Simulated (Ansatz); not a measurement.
The compound is Cs2MoF4 (started from the K2NiF4 type) (I4/mmm).

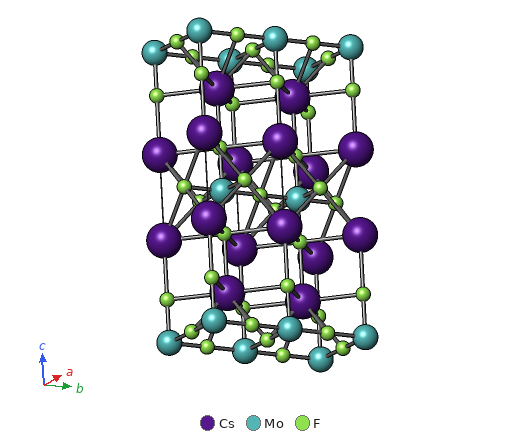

The structure (caesium purple, molybdenum teal, fluorine green). 1×2×1 conventional cells are drawn. Some periodic images of atoms are drawn too.

The structure was built from a prototype and need not be the compound's stable phase.

The structure is tetragonal, space group I4/mmm (No. 139). The conventional cell has a = 4.180 Å, b = 4.180 Å, c = 14.304 Å, α = 90.00°, β = 90.00°, γ = 90.00°. Nearest to Cs lie 9 F at 2.92 to 2.97 Å. Nearest to Mo lie 6 F at 2.09 to 2.12 Å. Nearest to F lie 2 Mo at 2.09 Å and 4 Cs at 2.97 Å. F has 1 Mo at 2.12 Å and 5 Cs at 2.92 to 2.96 Å nearest. Farther neighbours and most contacts between anions are not listed.

```
Cs Mo F
1.0
     2.09017   -2.09017    7.15219
    -2.09017    2.09017    7.15219
    -2.09017   -2.09017   -7.15219
Cs Mo F
2 1 4
Direct
  0.35236 0.35236 0.00000
  0.64764 0.64764 0.00000
  0.00000 0.00000 0.00000
  0.00000 0.50000 0.50000
  0.50000 0.00000 0.50000
  0.14839 0.14839 0.00000
  0.85161 0.85161 0.00000
```

The structure was relaxed with LDA. The structure type comes from a generator and need not be one that this composition takes. The structure was generated from a model, not taken from a measurement. The runs that relaxed it are not among those shown. The program's search for lower electronic states was switched off, so nothing shows that the state found is the lowest. Spin-orbit coupling is left out unless a run names it. PAW set soft_2, made with PBE.

A constrained-RPA run (Ansatz 0.2.0; non-magnetic LDA; Mo t2g, bands v2 to c1, 4×4×4 mesh, medium accuracy) builds 3 functions on bands 1.9 eV wide, with 4.0 electrons in the window. The bare on-site interaction is 12.6 eV and the bare J 0.49 eV.

What U and J survive the screening?

On the Mo t2g shell, U = 4.20 eV (33 % of the bare value), U′ = 3.50 eV, J = 0.34 eV.

The parent state is non-magnetic and the interaction static (zero frequency); U depends on the window and the orbitals, so it belongs to this model alone.

[Paths, hosts, dates, memory and timing lines, banners, echoed tables and standing remarks are left out of the program output.]

[Logs are printed without paths, hosts, clocks, repeated set-up lines and the standing remarks that a program may print on its own settings, such as how far it seeks lower states.]

[Runs of the session that timed out or met a known fault of the program may be left out.]

[Hosts, paths, dates, database ids (printed as entryN), source tags and the programs' standing remarks are cut or masked in the printed files.]
